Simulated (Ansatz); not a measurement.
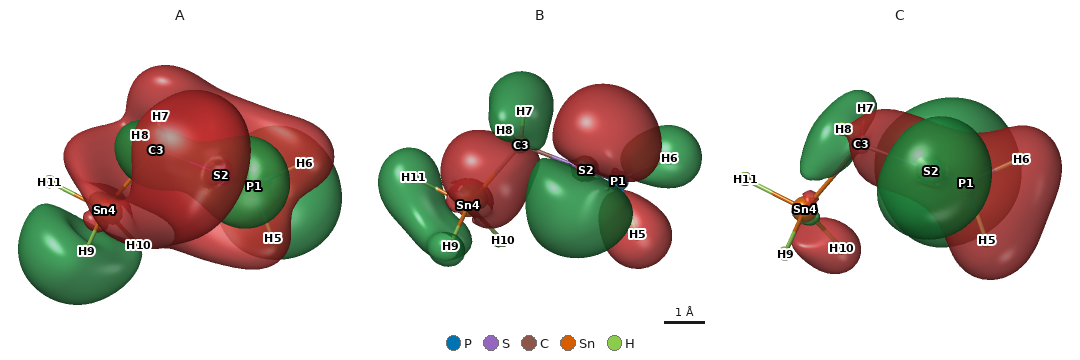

CH7PSSn. Three frontier orbitals at ±0.05 Å⁻³ᐟ² (green and red are the two phases), in no order.

Geometry: PBE0-D4/def2-TZVP; core potentials replace the inner electrons of Sn.

Level of theory: RKS PBE0-D4/def2-TZVPP (Ansatz 0.2.0).

```xyz
11

P    -1.8158    1.2407    0.3603
S     0.1912    1.3577    0.9892
C     0.6434   -0.3984    0.9321
Sn    0.8665   -1.1534   -1.0757
H    -1.7922    2.2351   -0.6529
H    -2.3605    2.1199    1.3320
H    -0.0666   -0.9917    1.5083
H     1.6115   -0.4603    1.4337
H     2.3044   -0.5040   -1.7267
H    -0.4682   -0.6402   -2.0052
H     0.9516   -2.8623   -1.0746
```

Q: Order the three orbitals by energy and name them.

A: C is the HOMO−1 (−7.48 eV). Its weight (Hirshfeld) is mainly on P1 (about 60 %) and S2 (about 25 %). B is the HOMO (−6.59 eV). Its weight (Hirshfeld) is mainly on S2 (about 60 %), C3 (about 10 %), Sn4 (about 10 %) and P1 (about 5 %). A is the LUMO (−0.43 eV). Its weight (Hirshfeld) is mainly on P1 (about 40 %), S2 (about 25 %), Sn4 (about 15 %) and C3 (about 5 %).

Q: What is the HOMO–LUMO gap?

A: 6.16 eV between the orbital energies.
